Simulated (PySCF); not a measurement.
# C5H8BFSe: electronic excitations

Aim: predict the electronic excitations of C5H8BFSe (`C=CB[C@@H]1C[C@@H](F)[Se]1`).

The runs use PySCF 2.14.0, with density-fitted response routines of our own; the level of theory stands in each step. All values are computed, except where a source is named. Atoms count from 0, in the outputs and in this text.

### 1 The molecule as given

16 atoms, charge 0, multiplicity 1; geometry from: GFN2-xTB.

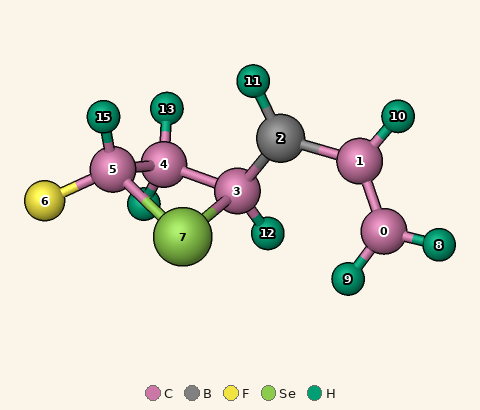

The starting geometry (carbon pink, boron grey, fluorine yellow, selenium green, hydrogen teal), atoms numbered.

### 2 Ultraviolet spectrum: CAM-B3LYP/def2-SVPD

The job: settings as JSON, then the geometry in Å.

```
{"job": {"kind": "uv", "xc": "CAM-B3LYP", "basis": "def2-SVPD", "nstates": 8, "ntriplets": 3}, "charge": 0, "multiplicity": 1}
C      2.825903     0.246624     0.266501
C      2.102075     0.066385    -0.834762
B      0.552986    -0.022248    -0.889112
C     -0.240515    -0.565046     0.339788
C     -1.748035    -0.803971     0.230193
C     -2.219412     0.641648     0.223578
F     -3.296906     0.884520     1.012839
Se    -0.505890     1.351110     0.972983
H      3.902559     0.317696     0.258883
H      2.357057     0.364674     1.234414
H      2.643251    -0.003454    -1.773097
H     -0.033263     0.297071    -1.853749
H      0.265837    -1.167754     1.090910
H     -2.045894    -1.373976    -0.650984
H     -2.141547    -1.299584     1.119274
H     -2.425804     1.075249    -0.759069
```

Method: TDDFT CAM-B3LYP/def2-SVPD, vertical, gas phase, core orbitals frozen in the response.

Command:

```
OMP_NUM_THREADS=1 python probes_run.py task.json out
```

One launch serves the whole session: the jobs run in the order shown.

Standard output:

```text
coarse grid: 63488 points
cycle   1  E = -2720.9212540278  dE =  2.240e-01  |g| = 5.670e-01  |ddm| = 6.702e+00
cycle   2  E = -2720.9100116936  dE =  1.124e-02  |g| = 6.775e-01  |ddm| = 1.654e+00
cycle   3  E = -2720.9924352837  dE = -8.242e-02  |g| = 6.899e-02  |ddm| = 8.149e-01
cycle   4  E = -2720.9932352841  dE = -8.000e-04  |g| = 3.047e-02  |ddm| = 1.475e-01
cycle   5  E = -2720.9934268921  dE = -1.916e-04  |g| = 8.161e-03  |ddm| = 6.056e-02
cycle   6  E = -2720.9934456191  dE = -1.873e-05  |g| = 2.484e-03  |ddm| = 1.855e-02
cycle   7  E = -2720.9934477320  dE = -2.113e-06  |g| = 8.050e-04  |ddm| = 5.847e-03
final grid: 134904 points
cycle   8  E = -2720.9934422774  dE = -1.868e-07  |g| = 9.076e-04  |ddm| = 8.609e-03
cycle   9  E = -2720.9934421690  dE =  1.084e-07  |g| = 1.154e-03  |ddm| = 3.130e-03
cycle  10  E = -2720.9934425162  dE = -3.472e-07  |g| = 7.945e-05  |ddm| = 1.635e-03
cycle  11  E = -2720.9934425193  dE = -3.084e-09  |g| = 4.043e-05  |ddm| = 2.429e-04
cycle  12  E = -2720.9934425204  dE = -1.125e-09  |g| = 1.287e-05  |ddm| = 2.011e-04
cycle  13  E = -2720.9934425205  dE = -4.275e-11  |g| = 3.602e-06  |ddm| = 3.272e-05
converged SCF energy = -2720.9934425205

Static polarisability (au): isotropic 99.628, principal 80.175 98.748 119.961

Singlet excitations
state   eV       nm        f      main configurations
  1   3.7818    327.8   0.01175   H->L 0.77, H->L+1 0.15
  2   5.1285    241.8   0.12234   H->L+1 0.74, H->L 0.17
  3   5.4041    229.4   0.05808   H-1->L 0.81
  4   5.9017    210.1   0.02782   H-2->L 0.55, H->L+2 0.16
  5   6.0096    206.3   0.02471   H-3->L 0.55, H->L+2 0.11, H-3->L+1 0.10
  6   6.0431    205.2   0.01817   H->L+2 0.53, H-2->L 0.20
  7   6.3841    194.2   0.01893   H-1->L+1 0.72
  8   6.7204    184.5   0.04956   H-4->L 0.37, H-5->L 0.12, H-2->L+1 0.11

Triplet excitations (Tamm-Dancoff, eV): 3.2492 3.7754 4.7814
```

Wall time 2.6 min (1 thread of Arm Neoverse V1, shared host); peak memory 1.2 GiB.

Frontier orbitals and where they lie:

| orbital | eV | atoms |
| --- | --- | --- |
| HOMO−3 | -10.28 | C1 20 %, B2 17 %, C0 12 % |
| HOMO−2 | -9.85 | Se7 39 %, C5 13 %, C4 11 % |
| HOMO−1 | -9.22 | C0 23 %, C1 23 %, Se7 19 % |
| HOMO | -8.12 | Se7 58 %, C3 9 %, C0 7 % |
| LUMO | -0.66 | Se7 36 %, B2 19 %, C1 9 % |
| LUMO+1 | 0.15 | Se7 30 %, C0 13 %, C3 11 % |
| LUMO+2 | 0.97 | Se7 63 %, C5 6 %, C0 6 % |

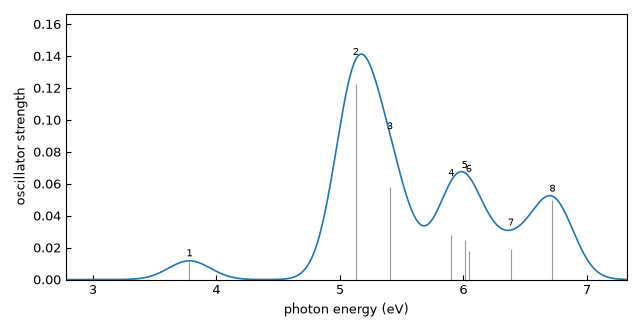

Absorption spectrum from the 8 singlet states computed; above the last one it falls off for lack of states. Lines are broadened to a width of 0.40 eV (Gaussian).

Further results of this job:

| property | computed |
| --- | --- |
| dipole moment (D) | 1.44 |
| polarisability (Å³) | 14.76 |
| HOMO–LUMO gap (eV) | 7.46 |
| −ε(HOMO) (eV) | 8.12 |

### 3 Results

| quantity | value |
| --- | --- |
| lowest singlet (CAM-B3LYP/def2-SVPD) | 3.78 eV (328 nm), f = 0.012 |
| brightest single state of those computed | state 2, 5.13 eV, f = 0.122 |
| lowest triplet | 3.25 eV |

What this shows: The lowest singlet, at 3.78 eV, is HOMO→LUMO 0.77, HOMO→LUMO+1 0.15 and is weak; of the 8 states computed, the strongest absorption comes from state 2 at 5.13 eV (the last state computed is bright too, and its partners may lie past the list). The lowest triplet lies 0.53 eV below the lowest singlet (triplets in Tamm-Dancoff, singlets in full TDDFT).
